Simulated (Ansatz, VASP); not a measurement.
**ZnSe (Stilleite) in two plane-wave programs**

One calculation is typed for both programs; each brings its own data sets. How far apart do they land? The cell is taken from a series of VASP runs on this material, whose earlier steps may have relaxed, scaled or displaced it; both programs get it as it stands. Other levels of theory on this material are compared in a session of their own. Valence electrons are named where the data sets of a main pair hold unlike numbers.

Program: Ansatz 0.2.0. Level of theory: plane waves, with VASP 6.6.1 beside it; band structure at r2SCAN. Results are calculated unless marked as measured.

### 1. Starting point

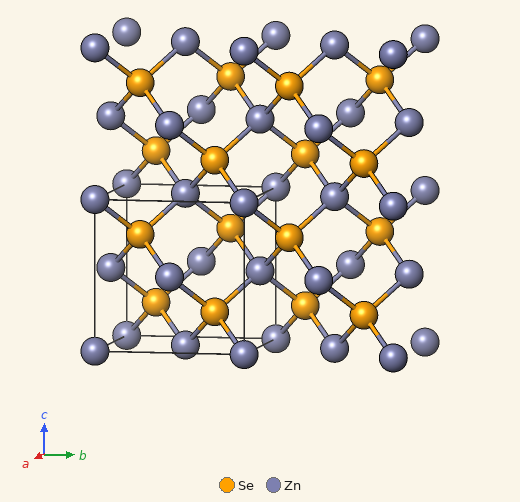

The starting structure, seen slightly off an axis (selenium orange, zinc blue). 1×2×2 cells are drawn. This picture shows the conventional cell, with its axes. Bonds to atoms that aren't drawn are left out. Some periodic images of atoms are drawn too.

### 2. VASP: band structure, r2SCAN

The same path points are solved in both programs, so levels can be compared one by one.

Lines of VASP's logs that name or quote its potential files are left out, and so is its time.

INCAR reads:

```
SYSTEM = ZnSe
PREC = Accurate
ENCUT = 350
EDIFF = 1E-06
NELM = 100
ISMEAR = 0
SIGMA = 0.03
LREAL = .FALSE.
ALGO = Normal
METAGGA = R2SCAN
LASPH = .TRUE.
NBANDS = 21
LORBIT = 11
LWAVE = .FALSE.
LCHARG = .FALSE.
KPAR = 4
```

POSCAR reads:

```
ZnSe
1.0
    0.0000000000      2.8338000000      2.8338000000
    2.8338000000      0.0000000000      2.8338000000
    2.8338000000      2.8338000000      0.0000000000
Se Zn
1 1
Direct
    0.7500000000      0.7500000000      0.7500000000
    0.0000000000      0.0000000000      0.0000000000
```

KPOINTS reads:

```
Automatic mesh
0
Gamma
6 6 6
0 0 0
```

KPOINTS_OPT reads:

```
Line mode
10
Line-mode
Reciprocal
  0.00000000   0.00000000   0.00000000 GAMMA
  0.50000000   0.00000000   0.50000000 X

  0.50000000   0.00000000   0.50000000 X
  0.50000000   0.25000000   0.75000000 W

  0.50000000   0.25000000   0.75000000 W
  0.37500000   0.37500000   0.75000000 K

  0.37500000   0.37500000   0.75000000 K
  0.00000000   0.00000000   0.00000000 GAMMA

  0.00000000   0.00000000   0.00000000 GAMMA
  0.50000000   0.50000000   0.50000000 L

  0.50000000   0.50000000   0.50000000 L
  0.62500000   0.25000000   0.62500000 U

  0.62500000   0.25000000   0.62500000 U
  0.50000000   0.25000000   0.75000000 W

  0.50000000   0.25000000   0.75000000 W
  0.50000000   0.50000000   0.50000000 L

  0.50000000   0.50000000   0.50000000 L
  0.37500000   0.37500000   0.75000000 K

  0.62500000   0.25000000   0.62500000 U
  0.50000000   0.00000000   0.50000000 X
```

Potentials, in the order of the species: Se and Zn (PBE family, release 64).

The run is started by

```bash
mpirun -np 4 vasp_std
```

Numbers of over 12 decimals in the logs are rounded to 6 here.

Output:

```text
[banner, memory and clock lines left out]
running    4 mpi-ranks, on    1 nodes
 distrk:  each k-point on    1 cores,    4 groups
 distr:  one band on    1 cores,    1 groups

 POSCAR found type information on POSCAR SeZn
 POSCAR found :  2 types and       2 ions
|                                                                             |
|               ----> ADVICE to this user running VASP <----                  |
|                                                                             |
|     You enforced a specific xc type in the INCAR file but a different       |
|     [... a line on the potential file left out ...]
|     I HOPE YOU KNOW WHAT YOU ARE DOING!                                     |
|                                                                             |

 LDA part: xc-table for (None), standard interpolation
 POSCAR, INCAR and KPOINTS ok, starting setup
 FFT: planning ... GRIDC
 FFT: planning ... GRID_SOFT
 FFT: planning ... GRID
 WAVECAR not read
 entering main loop
       N       E                     dE             d eps       ncg     rms          rms(c)
DAV:   1     0.687097402365E+02    0.68710E+02   -0.66731E+03   672   0.772E+02
DAV:   2    -0.210167164811E+02   -0.89726E+02   -0.82775E+02   720   0.193E+02
DAV:   3    -0.276157378856E+02   -0.65990E+01   -0.65406E+01   770   0.533E+01
DAV:   4    -0.276725709733E+02   -0.56833E-01   -0.56813E-01   782   0.516E+00
DAV:   5    -0.276727339231E+02   -0.16295E-03   -0.16295E-03   757   0.269E-01    0.506E+00
DAV:   6    -0.249080350515E+02    0.27647E+01   -0.97587E-01   682   0.237E+01    0.469E+00
DAV:   7    -0.248778383750E+02    0.30197E-01   -0.26120E-01   807   0.645E+00    0.224E+00
DAV:   8    -0.248909742908E+02   -0.13136E-01   -0.30681E-02   752   0.125E+00    0.539E-01
DAV:   9    -0.248925379302E+02   -0.15636E-02   -0.37590E-03   822   0.114E+00    0.102E-01
DAV:  10    -0.248927058354E+02   -0.16791E-03   -0.82933E-04   730   0.282E-01    0.622E-02
DAV:  11    -0.248926869905E+02    0.18845E-04   -0.53284E-04   822   0.475E-01    0.639E-02
DAV:  12    -0.248926640327E+02    0.22958E-04   -0.21376E-04   824   0.319E-01    0.880E-03
DAV:  13    -0.248926714888E+02   -0.74562E-05   -0.12121E-05   811   0.493E-02    0.486E-03
DAV:  14    -0.248926714215E+02    0.67366E-07   -0.19801E-06   600   0.172E-02
   1 F= -.24892671E+02 E0= -.24892671E+02  d E =-.105735E-32
 Start KPOINTS_OPT (optional k-point list driver)
k-point batch [1-16\100]
       N       E                     dE             ncg
DAV:   1     0.276307449927E+03   -0.59542E+04      688
DAV:   2    -0.117181830757E+04   -0.14481E+04      715
DAV:   3    -0.127903797334E+04   -0.10722E+03      806
DAV:   4    -0.127997438863E+04   -0.93642E+00      800
DAV:   5    -0.127997694334E+04   -0.25547E-02      772
DAV:   6    -0.127997695605E+04   -0.12717E-04      790
DAV:   7    -0.127997695614E+04   -0.80930E-07      634
[...]
k-point batch [97-100\100]
       N       E                     dE             ncg
DAV:   1     0.651115240057E+04   -0.20777E+04      168
DAV:   2     0.614822172312E+04   -0.36293E+03      181
DAV:   3     0.612084175016E+04   -0.27380E+02      208
DAV:   4     0.612058923905E+04   -0.25251E+00      178
DAV:   5     0.612058858014E+04   -0.65892E-03      208
DAV:   6     0.612058857651E+04   -0.36305E-05      178
DAV:   7     0.612058857648E+04   -0.24966E-07      176
```

OUTCAR, selected parts (step 2):

```text
ion  position               nearest neighbor table
   1  0.750  0.750  0.750-   2 2.45   2 2.45   2 2.45   2 2.45
   2  0.000  0.000  0.000-   1 2.45   1 2.45   1 2.45   1 2.45

  LATTYP: Found a face centered cubic cell.
 ALAT       =     5.6676000000

 Subroutine GETGRP returns: Found 24 space group operations
 (whereof 24 operations were pure point group operations)

The static configuration has the point symmetry T_d .

 Found     16 irreducible k-points:

   k-points           NKPTS =     16   k-points in BZ     NKDIM =     16   number of bands    NBANDS=     21

   dimension x,y,z NGX =    24 NGY =   24 NGZ =   24
   dimension x,y,z NGXF=    48 NGYF=   48 NGZF=   48

   ENCUT  =  350.0 eV  25.72 Ry    5.07 a.u.   6.11  6.11  6.11*2*pi/ulx,y,z

   NELECT =      18.0000    total number of electrons

 k-points in reciprocal lattice and weights: Automatic mesh
   0.00000000  0.00000000  0.00000000       0.005
   0.16666667  0.00000000  0.00000000       0.037
   0.33333333  0.00000000  0.00000000       0.037
   0.50000000  0.00000000  0.00000000       0.019
   0.16666667  0.16666667  0.00000000       0.028
   0.33333333  0.16666667  0.00000000       0.111
   0.50000000  0.16666667  0.00000000       0.111
  -0.33333333  0.16666667  0.00000000       0.111
  -0.16666667  0.16666667  0.00000000       0.056
[...]
-0.33333333  0.33333333  0.16666667       0.111
  -0.33333333  0.50000000  0.16666667       0.056

 average (electrostatic) potential at core
       1 -60.4092       2 -42.6398

 E-fermi :   1.5494

 k-point     1 :       0.0000    0.0000    0.0000
  band No.  band energies     occupation
    ...
      5      -4.9661      2.00000
      6      -4.9661      2.00000
      7       1.3027      2.00000
      8       1.3028      2.00000
      9       1.3028      2.00000
     10       3.1642      0.00000
     11       7.6122      0.00000
     12       7.6123      0.00000
     13       7.6124      0.00000
     14      11.8857      0.00000
    ...

 k-point     2 :       0.1667    0.0000    0.0000
  band No.  band energies     occupation
    ...
      5      -4.9678      2.00000
      6      -4.9677      2.00000
      7      -0.5518      2.00000
      8       1.0475      2.00000
      9       1.0475      2.00000
     10       4.3705      0.00000
     11       7.6725      0.00000
     12       8.0247      0.00000
     13       8.0249      0.00000
     14      12.3147      0.00000
    ...

 k-point     3 :       0.3333    0.0000    0.0000
  band No.  band energies     occupation
    ...
      5      -4.9601      2.00000
      6      -4.9599      2.00000
      7      -2.7831      2.00000
      8       0.6114      2.00000
      9       0.6114      2.00000
     10       4.4961      0.00000
     11       8.2782      0.00000
     12       8.2783      0.00000
     13       9.4138      0.00000
     14      12.3329      0.00000
    ...

  Total       -0.0530376     -0.0530376     -0.0530376      0.0000000     -0.0000000     -0.0000000
  in kB       -1.8670550     -1.8670550     -1.8670550      0.0000000     -0.0000000     -0.0000000
  external PRESSURE =      -1.8670550 kB  Pullay stress =       0.0000000 kB

  energy-cutoff  :      350.00
  volume of cell :       45.51
      direct lattice vectors                 reciprocal lattice vectors
     0.000000000  2.833800000  2.833800000    -0.176441527  0.176441527  0.176441527
     2.833800000  0.000000000  2.833800000     0.176441527 -0.176441527  0.176441527
     2.833800000  2.833800000  0.000000000     0.176441527  0.176441527 -0.176441527

 POSITION                                       TOTAL-FORCE (eV/Angst)
 -----------------------------------------------------------------------------------
      4.25070      4.25070      4.25070         0.000000      0.000000     -0.000000
      0.00000      0.00000      0.00000        -0.000000     -0.000000      0.000000
 -----------------------------------------------------------------------------------
    total drift:                                0.000068      0.000068      0.000068

  FREE ENERGIE OF THE ION-ELECTRON SYSTEM (eV)
  ---------------------------------------------------
  free  energy   TOTEN  =       -24.8926714215 eV

  energy  without entropy=      -24.8926714215  energy(sigma->0) =      -24.89267142

 total charge
# of ion       s       p       d       tot
------------------------------------------
    1        1.430   2.483   0.030   3.943
    2        0.511   0.444   9.798  10.752
--------------------------------------------------
tot          1.941   2.926   9.828  14.695

[... 3 further parts left out ...]
```

The run ends at a pressure of -0.19 GPa.

### 3. Ansatz: band structure, r2SCAN

Ansatz runs on its default PAW (the set named soft_2) files.

The same cell, functional, mesh and smearing now go to Ansatz, which takes its cutoff from its data sets.

input.yaml reads:

```yaml
crystal:
  lattice:
    - [0.0, 2.8338, 2.8338]
    - [2.8338, 0.0, 2.8338]
    - [2.8338, 2.8338, 0.0]
  atoms:
    - { symbol: Se, position: [0.75, 0.75, 0.75] }
    - { symbol: Zn, position: [0.0, 0.0, 0.0] }
hamiltonian:
  xc: r2scan
  pseudopotentials: { kind: paw }
kpoints:
  mp_grid: { grid: [6, 6, 6] }
  band_path:
    path:
      - [0.0, 0.0, 0.0]
      - [0.16667, 0.0, 0.16667]
      - [0.33333, 0.0, 0.33333]
      - [0.5, 0.0, 0.5]
      - [0.5, 0.08333, 0.58333]
      - [0.5, 0.19444, 0.69444]
      - [0.5, 0.25, 0.75]
      - [0.45833, 0.29167, 0.75]
      - [0.40278, 0.34722, 0.75]
      - [0.375, 0.375, 0.75]
      - [0.20833, 0.20833, 0.41667]
      - [0.08333, 0.08333, 0.16667]
      - [0.0, 0.0, 0.0]
      - [0.22222, 0.22222, 0.22222]
      - [0.38889, 0.38889, 0.38889]
      - [0.51389, 0.47222, 0.51389]
      - [0.55556, 0.38889, 0.55556]
      - [0.61111, 0.27778, 0.61111]
      - [0.61111, 0.25, 0.63889]
      - [0.56944, 0.25, 0.68056]
      - [0.51389, 0.25, 0.73611]
      - [0.5, 0.27778, 0.72222]
      - [0.5, 0.38889, 0.61111]
      - [0.5, 0.47222, 0.52778]
      - [0.48611, 0.48611, 0.52778]
      - [0.43056, 0.43056, 0.63889]
      - [0.38889, 0.38889, 0.72222]
      - [0.59722, 0.19444, 0.59722]
      - [0.55556, 0.11111, 0.55556]
      - [0.5, 0.0, 0.5]
    npoints: 1
scf:
  occupations: { method: gaussian, width: 0.03 }
  n_extra_bands: 7
output:
  forces: true
  stress: true
  eigenvalues: true
```

The run is started by

```bash
ansatz run input.yaml --threads 2 --pin off --max-ram 4608MiB --backend cpu --events-out ev --progress --plain --runs-dir out
```

Output:

```text
scf.n_extra_bands = 7 over 14 filled bands (N_el = 28.0): the run solves 21 bands
Engine: ansatz 0.2.0, aarch64-unknown-linux-gnu
Pseudopotentials: kind: paw
Pseudopotential: Se, paw, valence charge 16, recommended cutoff 500 eV (meta_gga), Se.paw.azcp
Pseudopotential: Zn, paw, valence charge 12, recommended cutoff 500 eV (meta_gga), Zn.paw.azcp
Functional definition: r2SCAN
  parameter k0 = 0.174
  parameter k1 = 0.065
  parameter a1 = 4.9479
  exchange = r2scan_x(k0 = k0, k1 = k1, a1 = a1)
  correlation = r2scan_c
Crystal: 2 atoms, lattice volume = 45.513 Å³
Basis set: ecut = 500 eV, 1139 PW (Γ), exchange–correlation on 120×120×120 points (64 copies of the dense FFT grid, shifted against one another)
Bands: 21, of which v1, the nominal top of the filled ones, is band 14 counted from 1 (13 counted from 0)
Symmetry: 24 space group operations
Space group: F-43m (ITA 216), of the structure as read, at distance tolerance 3.6e-5 Å
k-points: 16 of 216 (time reversal used)
Non-local potential: Se, projectors of the file, l = 0: 2, l = 1: 2, l = 2: 3, l = 3: 1
Non-local potential: Zn, projectors of the file, l = 0: 2, l = 1: 2, l = 2: 3, l = 3: 1
PAW form: soft (Blöchl's): semilocal exchange-correlation on the pseudo side does not see the compensation charge
PAW frozen core: Se, regenerated for the run's functional (the file was generated under x = pbe(κ = 0.804, μ = 0.219515), c = pbe(β = 0.066725))
PAW frozen core: Zn, regenerated for the run's functional (the file was generated under x = pbe(κ = 0.804, μ = 0.219515), c = pbe(β = 0.066725))
PAW one-centre angular grid: Se, 590 points (default); XC on 160 Gauss nodes
PAW one-centre angular grid: Zn, 590 points (default); XC on 261 of its mesh's 2673 points in the sphere
Initial density: superposition of atomic densities (neutral atoms: chi_scale 0, normalization atom), corrected by the library's trained network
Initial wavefunctions: pseudopotential atomic-orbital guess
Functional: x = r2scan, c = r2scan; τ floored in thin density (d = 2e-4 eV/Å³)
SCF iter   1: F=—  HF=-8805.498178 eV  |F-HF|=—  |Δ(HF+E_count)|=         —  Δρ=1.42e-2  dr2=4.23e-2  dr2_τ=5.69e-3  ethr=1.77e-3  ⟨swp⟩=5.9  Hψ=1782  notcnv=0
preconditioner: auto → none  [insulator: Δε(μ)=1.858 eV  Ē_g=15.343 eV  σ=0.030 eV  W_gap=1.00  n_scr=14 (ndim 8)  ℏωp=23.4 eV  f_vac=0.116  D(μ)=0.00/eV (n_scr^D=0)  ε∞_Penn≈3.3]
SCF iter   2: F=—  HF=-8805.498096 eV  |F-HF|=—  |Δ(HF+E_count)|=   8.13e-5  Δρ=3.26e-3  dr2=5.54e-3  dr2_τ=1.97e-4  ethr=1.51e-4  ⟨swp⟩=2.3  Hψ=675  notcnv=0  defer=39
SCF iter   3: F=—  HF=-8805.494466 eV  |F-HF|=—  |Δ(HF+E_count)|=   3.63e-3  Δρ=2.71e-3  dr2=1.39e-3  dr2_τ=1.22e-5  ethr=1.98e-5  ⟨swp⟩=2.0  Hψ=498  notcnv=0  defer=39
SCF iter   4: F=—  HF=-8805.494654 eV  |F-HF|=—  |Δ(HF+E_count)|=   1.88e-4  Δρ=5.62e-4  dr2=8.41e-5  dr2_τ=3.99e-6  ethr=4.98e-6  ⟨swp⟩=2.1  Hψ=583  notcnv=0  defer=39
SCF iter   5: F=—  HF=-8805.494645 eV  |F-HF|=—  |Δ(HF+E_count)|=   9.48e-6  Δρ=3.99e-5  dr2=4.87e-7  dr2_τ=1.67e-8  ethr=3.00e-7  ⟨swp⟩=2.0  Hψ=521  notcnv=0  defer=39
SCF iter   6: F=—  HF=-8805.494645 eV  |F-HF|=—  |Δ(HF+E_count)|=   2.86e-8  Δρ=2.97e-5  dr2=3.45e-7  dr2_τ=4.12e-9  ethr=3.57e-10  ⟨swp⟩=8.9  Hψ=1605  notcnv=0
SCF iter   7: F=-8805.494645 eV  HF=-8805.494645 eV  |F-HF|=4.37e-10  |Δ(HF+E_count)|=   2.27e-8  Δρ=7.23e-6  dr2=1.77e-8  dr2_τ=8.68e-11  ethr=3.57e-10  ⟨swp⟩=4.0  Hψ=1307  notcnv=0
SCF 1 converged in 7 iterations: F = -8805.494645 eV  dr2 = 1.77e-8
  greatest PAW one-centre occupation: 1.000 electrons in one spin orbital (limit 2), on the Se atom at site 0 (counted from 0), in its partial waves of l = 2
NSCF: frozen V_eff on 30 k-points
SCF converged after 7 iterations
Free energy (F): -8805.494645 eV
Harris-Foulkes:  -8805.494645 eV  (|F-HF|=4.37e-10)
Internal energy: -8805.494645 eV  (E = F + TS)
E sigma→0 (E₀):  -8805.494645 eV
Fermi energy:    7.399722 eV
--- Per-component energies (eV) ---
  E_band       = -399.655480
  E_kinetic    = 249.554342
  E_local      = -4397.978877  (includes V_loc(G=0)·N_el)
  E_nonlocal   = 22.962490
  E_hartree    = 2040.576416
  E_xc         = -222.213235
  E_vxc        = -159.258350  (∫ρ·V_xc dr)
  E_paw        = -3775.505316  (= ΣΔE_a)
  E_vpaw       = -204.156117  (= ΣTr[D̂ρ^β])
  E_aug_tail   = -0.000232  (compensation charges beyond the density's cutoff)
  E_vtau       = 8.074511  (kinetic-family band-sum trace: ∫τ·v_τ [+ j·A + Jᵃ·Aᵃ] dr)
  E_ewald      = -2720.942845
  E_core_change = -1.947389  (= ΣΔE_core)
  E_smearing   = -0.000000  (= −TS)
  E_closure    = 0.000000  (closes the sum)
  Σ components = -8805.494645   (vs F -8805.494645, Δ=0.00e0)
--- Forces (eV/Å), atoms counted from 1 ---
  atom   1  Se     0.00000000    -0.00000000    -0.00000000
  atom   2  Zn    -0.00000000     0.00000000    -0.00000000
  max |Σ_I F_I| component: 1.48e-16 eV/Å
--- Stress (GPa, compression-positive) ---
       -0.054365      -0.000000      -0.000000
        0.000000      -0.054365       0.000000
       -0.000000       0.000000      -0.054365
  P = ⅓ Tr σ = -0.0544 GPa (-0.544 kbar)
--- Band table (eV; the first three rows and the last of 16) ---
  k-point 0: bands = [... 10 lower, 0.1754, 6.4684, 6.4684, 6.4684, 8.3305, 12.7876, 12.7876, 12.7876, ... 3 higher]
  k-point 1: bands = [... 10 lower, 0.1738, 4.6146, 6.2132, 6.2132, 9.5362, 12.8429, 13.2001, 13.2001, ... 3 higher]
  k-point 2: bands = [... 10 lower, 0.1819, 2.3823, 5.7770, 5.7770, 9.6649, 13.4534, 13.4534, 14.5757, ... 3 higher]
  k-point 15: bands = [... 10 lower, 0.4501, 1.7319, 3.7889, 3.8722, 11.3106, 11.7428, 15.3621, 15.6551, ... 3 higher]
```

Elapsed: 6.6 s, on 2 threads of Arm Neoverse N1, shared host; peak memory 0.41 GiB; 12 s of CPU time.

Reading the cycles: dr2 is the Hartree energy of the density residual (eV), the measure of convergence; HF is the Harris–Foulkes estimate of the energy, which meets the free energy F at convergence.

### 4. Side by side

Known differences besides the potentials themselves: VASP keeps PBE cores, Ansatz makes them for the functional; the data sets hold 28 valence electrons in Ansatz (on its default PAW (the set named soft_2) files) and 18 in VASP; the cutoff is 500 eV in Ansatz and 350 eV in VASP. Total energies have different zeros and are not compared.

Compared:

```
                     quantity  Ansatz   VASP  difference
               pressure (GPa)   -0.05  -0.19       +0.13
gap over the path points (eV)   1.862  1.861      +0.001
```

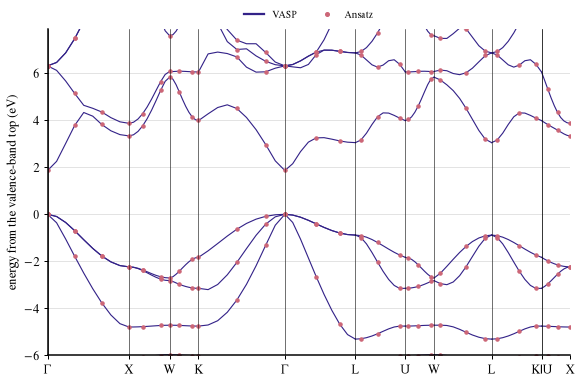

Bands from VASP (lines) and levels from Ansatz (dots). Dots without a line are higher empty bands that the VASP plot leaves out.

Levels at points of the path, from each program's valence-band top (eV; 4 filled, then empty):

```
k (reciprocal lattice)                                   Ansatz                                     VASP
     0.000 0.000 0.000      -6.29 0.00 0.00 0.00 1.86 6.32 6.32      -6.27 0.00 0.00 0.00 1.86 6.31 6.31
     0.167 0.000 0.167   -6.28 -1.78 -0.70 -0.70 3.78 5.14 7.47   -6.26 -1.79 -0.70 -0.70 3.78 5.14 7.47
     0.333 0.000 0.333   -6.26 -3.77 -1.77 -1.77 3.82 4.35 9.57   -6.23 -3.77 -1.77 -1.77 3.81 4.35 9.57
     0.500 0.000 0.500  -6.11 -4.79 -2.23 -2.23 3.34 3.87 11.49  -6.09 -4.79 -2.23 -2.23 3.33 3.87 11.50
     0.500 0.083 0.583  -6.08 -4.78 -2.39 -2.36 3.76 4.28 10.65  -6.06 -4.78 -2.39 -2.36 3.75 4.27 10.65
     0.500 0.194 0.694   -6.00 -4.72 -2.75 -2.65 5.27 5.64 8.29   -5.99 -4.73 -2.75 -2.66 5.27 5.64 8.29
     0.500 0.250 0.750   -5.99 -4.71 -2.82 -2.71 5.83 6.07 7.59   -5.97 -4.71 -2.82 -2.71 5.83 6.07 7.59
     0.458 0.292 0.750   -6.00 -4.72 -2.97 -2.42 5.21 6.08 8.02   -5.98 -4.72 -2.97 -2.42 5.20 6.08 8.02
     0.403 0.347 0.750   -6.02 -4.75 -3.13 -1.92 4.15 6.06 9.27   -6.00 -4.75 -3.13 -1.92 4.15 6.06 9.27
     0.375 0.375 0.750   -6.03 -4.75 -3.15 -1.83 3.99 6.05 9.64   -6.01 -4.75 -3.15 -1.83 3.98 6.05 9.64
```

Among the levels compared at these points, filled levels agree within 24 meV and empty ones within 10 meV.

### 5. Outcome

```
largest difference of a filled level at the path points (band structure, r2SCAN) : 24 meV
```

The largest difference of a filled level at the path points is 24 meV (band structure, r2SCAN), within the 80 meV picked in this series as the mark of a large difference. The data sets hold unlike numbers of valence electrons (28 in Ansatz and 18 in VASP), so part of the differences comes from the potentials. 4 further runs of this series are not shown here. Such differences can come from data sets, numerical settings and the points named under the comparisons, not from the functional's error against experiment.

[Lines on the potential files, build, host, timing and source positions are cut from VASP's logs without a mark.]

[Logs are printed without paths, hosts, clocks, repeated set-up lines and the standing remarks that a program may print on its own settings, such as how far it seeks lower states.]

[Hosts, paths, dates, database ids (printed as entryN), source tags and the programs' standing remarks are cut or masked in the printed files.]
